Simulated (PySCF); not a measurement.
**C3H9NO2Si: NMR shielding calculation**

System: C3H9NO2Si, SMILES C[Si]1(N)OCCO1.
Method: GIAO PBE0/ANO-RCC-VDZP NMR shielding, non-relativistic, gas phase (PySCF 2.14.0).

The geometry comes from this level: GFN2-xTB. Figures and captions count atoms from 1; the log counts them from 0 in places.

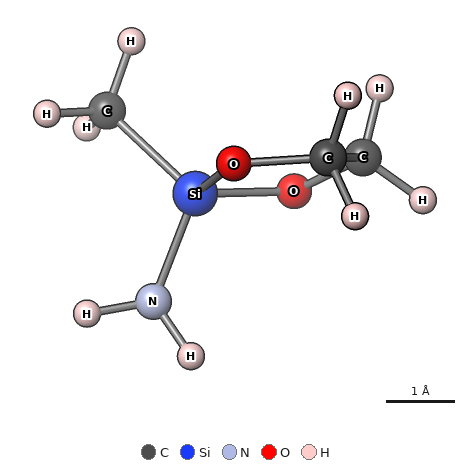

*The structure (ball-and-stick view, seen at a tilt).*

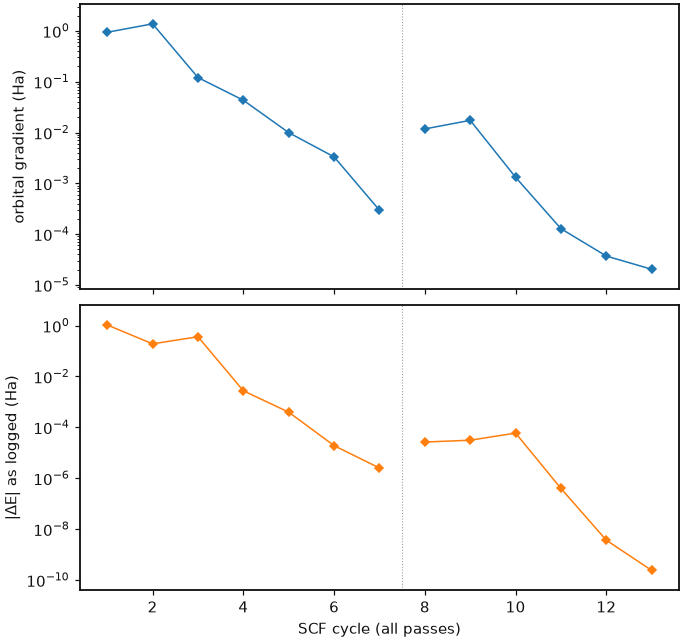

*Convergence of the self-consistent field: orbital gradient and size of the energy change against the SCF cycle. The dotted line marks the change from a coarse to the final integration grid.*

The first 7 cycles use a coarse grid, the final grid takes over at cycle 8, and the field converges after 13 cycles in all.

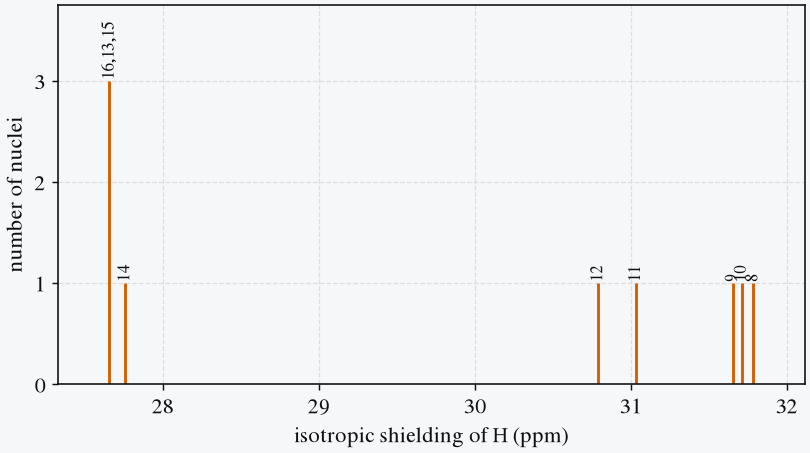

*Isotropic shieldings of the hydrogen nuclei in this fixed geometry, labelled by atom number; shielding grows to the right, so chemical shift grows to the left.*

The least shielded is H16 (27.6 ppm), the most shielded H8 (31.8 ppm).

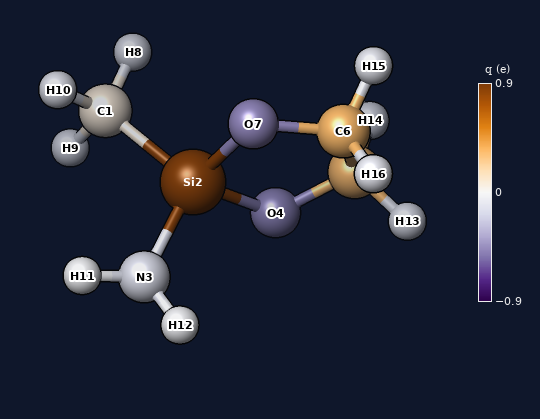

*Mulliken charges, as the colour of each atom (ball-and-stick view, seen at a tilt; atoms are numbered from 1 in the order of the input).*

By element: C +0.09 to +0.34, Si +0.85, N −0.12, O −0.48 to −0.47 and H −0.08 to −0.02 e.

These pictures come from the run below.

**The input**
```
{"job": {"kind": "nmr", "xc": "PBE0", "basis": "ANO-RCC-VDZP", "pop": true}, "charge": 0, "multiplicity": 1}
C      1.946321    -1.108933    -0.114691
Si     0.573581     0.184028    -0.202494
N      1.209175     1.611200    -0.912715
O     -0.766317    -0.221843    -1.068110
C     -1.882398    -0.416505    -0.255909
C     -1.578229     0.179207     1.137819
O     -0.195689     0.324078     1.256197
H      1.589018    -2.068041     0.245004
H      2.382040    -1.257374    -1.095097
H      2.735049    -0.776890     0.549967
H      2.164887     1.871275    -0.755643
H      0.629572     2.416173    -1.081859
H     -2.744300     0.072368    -0.717233
H     -2.084778    -1.490411    -0.177057
H     -1.939094    -0.473433     1.936771
H     -2.046434     1.164045     1.243639
```

The first line tells a small driver script what to run in PySCF; the rest is the geometry in Å.

Launched with:
```bash
OMP_NUM_THREADS=1 python <driver script> task.json out
```

**What the program printed**
```
coarse grid: 13696 points
cycle   1  E = -613.8685472968  dE =  1.060e+00  |g| = 9.375e-01  |ddm| = 5.458e+00
cycle   2  E = -613.6766446231  dE =  1.919e-01  |g| = 1.373e+00  |ddm| = 1.953e+00
cycle   3  E = -614.0416842246  dE = -3.650e-01  |g| = 1.205e-01  |ddm| = 1.219e+00
cycle   4  E = -614.0444253694  dE = -2.741e-03  |g| = 4.314e-02  |ddm| = 1.324e-01
cycle   5  E = -614.0448202390  dE = -3.949e-04  |g| = 9.932e-03  |ddm| = 3.962e-02
cycle   6  E = -614.0448393374  dE = -1.910e-05  |g| = 3.314e-03  |ddm| = 1.086e-02
cycle   7  E = -614.0448418563  dE = -2.519e-06  |g| = 2.956e-04  |ddm| = 3.264e-03
final grid: 127312 points
cycle   8  E = -614.0397300384  dE = -2.646e-05  |g| = 1.176e-02  |ddm| = 4.217e-02
cycle   9  E = -614.0396988089  dE =  3.123e-05  |g| = 1.735e-02  |ddm| = 2.120e-02
cycle  10  E = -614.0397582460  dE = -5.944e-05  |g| = 1.314e-03  |ddm| = 1.321e-02
cycle  11  E = -614.0397586410  dE = -3.950e-07  |g| = 1.280e-04  |ddm| = 1.371e-03
cycle  12  E = -614.0397586446  dE = -3.649e-09  |g| = 3.706e-05  |ddm| = 1.624e-04
cycle  13  E = -614.0397586449  dE = -2.374e-10  |g| = 2.036e-05  |ddm| = 4.865e-05
converged SCF energy = -614.0397586449

GIAO shielding tensors (ppm)
atom      isotropic    diamagn.    paramagn.     s11        s22        s33       span
  0 C      195.271     239.103     -43.832    186.050    195.360    204.402     18.352
  1 Si     408.410     892.270    -483.860    391.947    412.259    421.023     29.076
  2 N      234.401     304.627     -70.226    208.205    216.347    278.652     70.447
  3 O      292.380     388.844     -96.464    237.578    286.764    352.799    115.221
  4 C      126.502     238.146    -111.644     94.539    116.217    168.748     74.209
  5 C      126.063     237.819    -111.755     93.779    116.153    168.258     74.480
  6 O      284.400     389.885    -105.485    223.388    278.575    351.237    127.849
  7 H       31.786      29.863       1.923     27.098     29.491     38.769     11.671
  8 H       31.654      29.095       2.558     27.183     29.202     38.576     11.392
  9 H       31.711      29.390       2.321     27.554     29.326     38.254     10.700
 10 H       31.033      31.322      -0.289     24.484     27.337     41.278     16.794
 11 H       30.791      31.604      -0.813     23.885     26.300     42.188     18.303
 12 H       27.662      29.445      -1.783     23.719     25.962     33.303      9.585
 13 H       27.759      30.133      -2.375     22.854     26.047     34.375     11.521
 14 H       27.682      29.579      -1.898     23.739     25.955     33.350      9.611
 15 H       27.630      29.908      -2.277     22.741     26.004     34.146     11.405
```

**Results in brief**

```json
{"quantity": "outcome", "value": "converged"}
{"quantity": "total energy", "value": "−614.039759 hartree"}
{"quantity": "HOMO", "value": "−7.30 eV"}
{"quantity": "LUMO", "value": "0.17 eV"}
{"quantity": "dipole moment", "value": "0.69 D"}
{"quantity": "isotropic shielding, C", "value": "126.1 to 195.3 ppm"}
{"quantity": "isotropic shielding, Si", "value": "408.4 ppm"}
{"quantity": "isotropic shielding, N", "value": "234.4 ppm"}
{"quantity": "isotropic shielding, O", "value": "284.4 to 292.4 ppm"}
{"quantity": "isotropic shielding, H", "value": "27.6 to 31.8 ppm"}
{"quantity": "hardware", "value": "1 CPU thread, shared host"}
{"quantity": "wall time", "value": "56 s"}
{"quantity": "peak memory", "value": "0.78 GiB"}
```

**Remarks**

Settings chosen away from the usual ones: PBE0/ANO-RCC-VDZP.
